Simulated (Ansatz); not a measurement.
**Nudged elastic band, with input and output: AlH₂F**

System: AlH₂F.
Method: RKS B3LYP-D4/def2-TZVP (Ansatz 0.2.0).

It belongs to a series of runs on one base structure; here: band between the two ends.

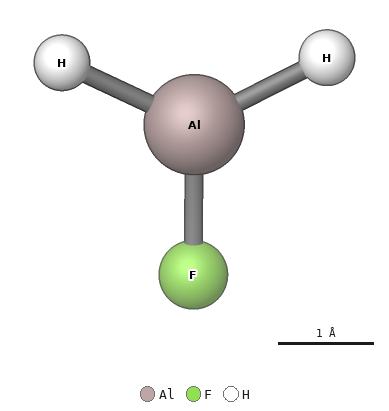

*The structure as given in the input (ball-and-stick view, seen at a tilt). Sticks mark near contacts.*

## Input file
```yaml
crystal:
  periodic: [false, false, false]
  atoms:
    - { symbol: Al, position_ang: [0.401529, 0.0, 0.174626] }
    - { symbol: F, position_ang: [0.44737, 0.0, 1.829319] }
    - { symbol: H, position_ang: [1.780577, 0.0, -0.575792] }
    - { symbol: H, position_ang: [-1.017377, 0.0, -0.497351] }
basis:
  gaussian: { orbitals: def2-TZVP }
hamiltonian:
  xc: b3lyp
  dispersion: d4
neb:
  order_check: false
  images: 5
  f_tol: 0.05
  max_iterations: 60
  spring: { min: 2.0, max: 10.0 }
  final_atoms:
    - { symbol: Al, position_ang: [-0.04501162, 0.0, -0.94403494] }
    - { symbol: F, position_ang: [1.30892219, 0.0, 1.47053709] }
    - { symbol: H, position_ang: [1.94207277, 0.0, 0.78399239] }
    - { symbol: H, position_ang: [-1.59388434, 0.0, -0.37969253] }
  initial_path:
    images:
      - { positions_ang: [[0.401529, 0.0, 0.174626], [0.44737, 0.0, 1.829319], [1.780577, 0.0, -0.575792], [-1.017377, 0.0, -0.497351]] }
      - { positions_ang: [[0.26757487, 0.0, 0.11661014], [0.70685646, 0.0, 1.69915346], [1.76673566, 0.0, -0.29423282], [-1.129068, 0.0, -0.59072878]] }
      - { positions_ang: [[0.13362075, 0.0, 0.05859428], [0.96634292, 0.0, 1.56898792], [1.75289433, 0.0, -0.01267363], [-1.240759, 0.0, -0.68410656]] }
      - { positions_ang: [[-0.00033338, 0.0, 0.00057841], [1.22582938, 0.0, 1.43882238], [1.73905299, 0.0, 0.26888555], [-1.35245, 0.0, -0.77748434]] }
      - { positions_ang: [[-0.01522612, 0.0, -0.3142927], [1.25352699, 0.0, 1.44939395], [1.80672625, 0.0, 0.44058783], [-1.43292811, 0.0, -0.64488707]] }
      - { positions_ang: [[-0.03011887, 0.0, -0.62916382], [1.28122459, 0.0, 1.45996552], [1.87439951, 0.0, 0.61229011], [-1.51340622, 0.0, -0.5122898]] }
      - { positions_ang: [[-0.04501162, 0.0, -0.94403494], [1.30892219, 0.0, 1.47053709], [1.94207277, 0.0, 0.78399239], [-1.59388434, 0.0, -0.37969253]] }
```

Hardware: 1 thread of Arm Neoverse V2, 24 GiB of memory available, shared host.

Launched with:
```bash
ansatz run input.yaml --threads 1 --pin off --max-ram 2048MiB --backend cpu --events-out ev --progress --plain --runs-dir out
```

## Log
```
Engine: ansatz 0.2.0, aarch64-unknown-linux-gnu
Functional definition: B3LYP
  parameter a0 = 0.2
  parameter ax = 0.72
  parameter ac = 0.81
  exchange = (1 - a0 - ax)*slater_x + ax*b88_x + a0*exact_x
  correlation = (1 - ac)*vwn_rpa_c + ac*lyp_c
503 factors; their error is unknown
mean field evaluation 1: about -9347.6476 eV, gradient 4.1e1 eV
mean field evaluation 2: about -9340.9493 eV, gradient 8.0e1 eV
mean field evaluation 4: about -9350.1378 eV, gradient 6.9e-1 eV
mean field evaluation 8: about -9350.1556 eV, gradient 6.7e-2 eV
mean field -9350.15560296 eV, -343.6118806455 hartree, gradient 2.0e-5 eV, S^2 0.000000; 0 other end points of the search recorded, 0 dependent functions left out
the calculation of the forces begins
reference -9350.15581931 eV, -343.6118885964 hartree; 12, 12 occupied and 68, 68 virtual orbitals, 503 factors
503 factors; their error is unknown
mean field evaluation 16: about -9345.1308 eV, gradient 3.4e1 eV
mean field -9347.14560716 eV, -343.5012653404 hartree, gradient 2.3e-5 eV, S^2 0.000000; 0 other end points of the search recorded, 0 dependent functions left out
[... from here on the field's lines of each further geometry are left out, up to the last ...]
NEB iter   1: max|band force component| = 3.602e0 eV/Å  barrier→ = 4.0262 eV  barrier← = 1.0284 eV  Δτ_max = 0.2000 Å  (179 SCF iters)
NEB iter   2: max|band force component| = 1.964e0 eV/Å  barrier→ = 3.6485 eV  barrier← = 0.6507 eV  Δτ_max = 0.1908 Å  (153 SCF iters)
NEB iter   3: max|band force component| = 1.373e0 eV/Å  barrier→ = 3.4727 eV  barrier← = 0.4750 eV  Δτ_max = 0.1882 Å  (144 SCF iters)
NEB iter   4: max|band force component| = 5.382e-1 eV/Å  barrier→ = 3.4686 eV  barrier← = 0.4708 eV  Δτ_max = 0.0337 Å  (154 SCF iters)
NEB iter   5: max|band force component| = 2.501e-1 eV/Å  barrier→ = 3.4655 eV  barrier← = 0.4678 eV  CI = image 3  Δτ_max = 0.0313 Å  (143 SCF iters)
NEB iter   6: max|band force component| = 1.186e-1 eV/Å  barrier→ = 3.4669 eV  barrier← = 0.4691 eV  CI = image 3  Δτ_max = 0.0045 Å  (144 SCF iters)
the calculation of the forces begins
reference -9347.05208325 eV, -343.4978284001 hartree; 12, 12 occupied and 68, 68 virtual orbitals, 503 factors
503 factors; their error is unknown
mean field -9346.68997813 eV, -343.4845212823 hartree, gradient 1.8e-5 eV, S^2 0.000000; 1 other end points of the search recorded, 0 dependent functions left out
the calculation of the forces begins
reference -9346.69018103 eV, -343.4845287388 hartree; 12, 12 occupied and 68, 68 virtual orbitals, 503 factors
NEB iter   7: max|band force component| = 3.625e-2 eV/Å  barrier→ = 3.4667 eV  barrier← = 0.4689 eV  CI = image 3  Δτ_max = 0.0000 Å  (272 SCF iters)
```

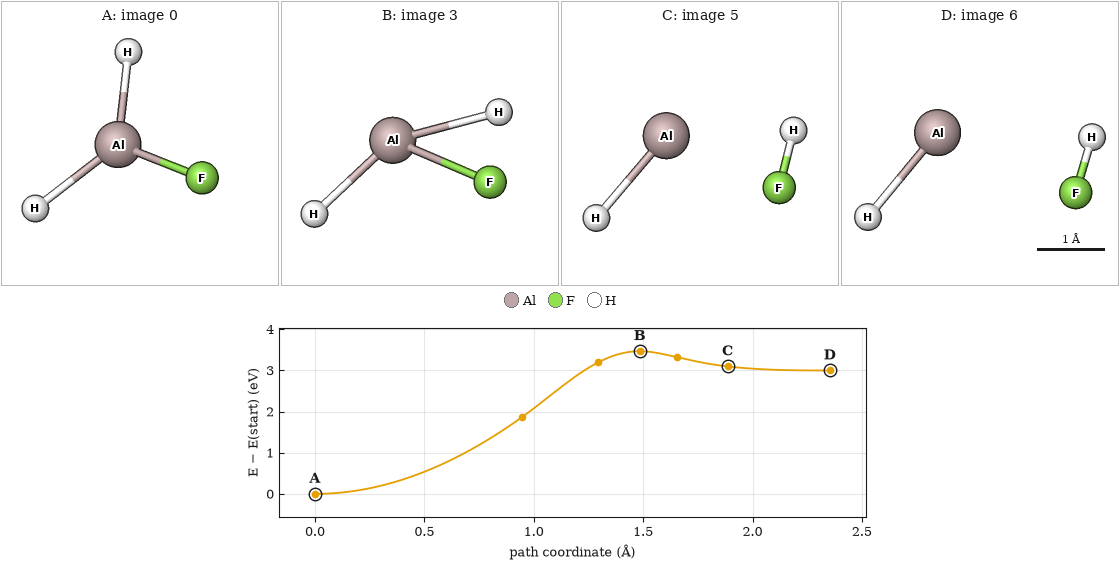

*Images of the last band (counted from 0; ball-and-stick, seen at a tilt) above the energy along the path; the line is a cubic interpolation that uses the forces.*

The highest image is number 3, 3.467 eV above the start and 0.469 eV above the end (the climbing image); the end lies 2.998 eV above the start. The path is 2.35 Å long. The band converged in 7 iterations.

```
Total energy: -9346.74211914 eV, -343.4864374289 hartree
Atom 0 at     0.251288     0.000000    -0.469392 Å, force    -0.018865     0.000000    -0.006567 eV/Å
Atom 1 at     0.972152     0.000000     1.339354 Å, force     0.004749     0.000000     0.013953 eV/Å
Atom 2 at     1.745030    -0.000000     0.443257 Å, force    -0.011957    -0.000000    -0.007089 eV/Å
Atom 3 at    -1.356372    -0.000000    -0.382417 Å, force     0.026073    -0.000000    -0.000297 eV/Å
Dipole moment:    -0.046398     0.000000    -0.185848 e Å
this run last wrote the band of iteration 7 to [file]
```

## The last band as extended XYZ (Å, eV, eV/Å)
```
4
Properties=species:S:1:pos:R:3:forces:R:3 image=0 energy=-9350.20864
Al    0.4015    0.0000    0.1746   -0.0010   0.0000   0.0009
F     0.4474    0.0000    1.8293    0.0009   0.0000   0.0008
H     1.7806    0.0000   -0.5758   -0.0007   0.0000  -0.0003
H    -1.0174    0.0000   -0.4974    0.0008   0.0000  -0.0013
4
Properties=species:S:1:pos:R:3:forces:R:3 image=1 energy=-9348.34603
Al    0.2971    0.0000   -0.1927    0.3672   0.0000   2.0208
F     0.7601    0.0000    1.4549   -1.7403   0.0000   1.0299
H     1.8591    0.0000    0.0677    0.7942   0.0000  -2.5739
H    -1.3042    0.0000   -0.3992    0.5789   0.0000  -0.4768
4
Properties=species:S:1:pos:R:3:forces:R:3 image=2 energy=-9347.01069
Al    0.2764    0.0000   -0.3715    0.3443   0.0000   1.4128
F     0.8844    0.0000    1.3762   -1.2838   0.0000   0.5520
H     1.7897    0.0000    0.3250    0.6347   0.0000  -1.7002
H    -1.3384    0.0000   -0.3989    0.3048   0.0000  -0.2646
4
Properties=species:S:1:pos:R:3:forces:R:3 image=3 energy=-9346.74192
Al    0.2513    0.0000   -0.4694   -0.0189   0.0000  -0.0066
F     0.9722    0.0000    1.3394    0.0047   0.0000   0.0140
H     1.7450    0.0000    0.4433   -0.0120   0.0000  -0.0071
H    -1.3564    0.0000   -0.3824    0.0261   0.0000  -0.0003
4
Properties=species:S:1:pos:R:3:forces:R:3 image=4 energy=-9346.89102
Al    0.2129    0.0000   -0.5734   -0.2333   0.0000  -0.8002
F     1.0479    0.0000    1.3147    0.5179   0.0000  -0.1250
H     1.7319    0.0000    0.5393   -0.1270   0.0000   0.7646
H    -1.3806    0.0000   -0.3498   -0.1575   0.0000   0.1606
4
Properties=species:S:1:pos:R:3:forces:R:3 image=5 energy=-9347.11311
Al    0.1440    0.0000   -0.7419   -0.1721   0.0000  -0.5069
F     1.1147    0.0000    1.3356    0.1746   0.0000   0.0745
H     1.7735    0.0000    0.6379    0.1059   0.0000   0.3335
H    -1.4201    0.0000   -0.3008   -0.1084   0.0000   0.0989
4
Properties=species:S:1:pos:R:3:forces:R:3 image=6 energy=-9347.21086
Al   -0.0450    0.0000   -0.9440   -0.0059   0.0000  -0.0054
F     1.3089    0.0000    1.4705   -0.0136   0.0000  -0.0034
H     1.9421    0.0000    0.7840    0.0055   0.0000   0.0008
H    -1.5939    0.0000   -0.3797    0.0140   0.0000   0.0080
```

## Key numbers

| quantity | value |
| --- | --- |
| outcome | converged |
| barrier, forward | 3.467 eV |
| barrier, backward | 0.469 eV |
| wall time | 41 s |
| peak memory | 0.12 GiB |

## Notes

The order of the saddle point was not checked.
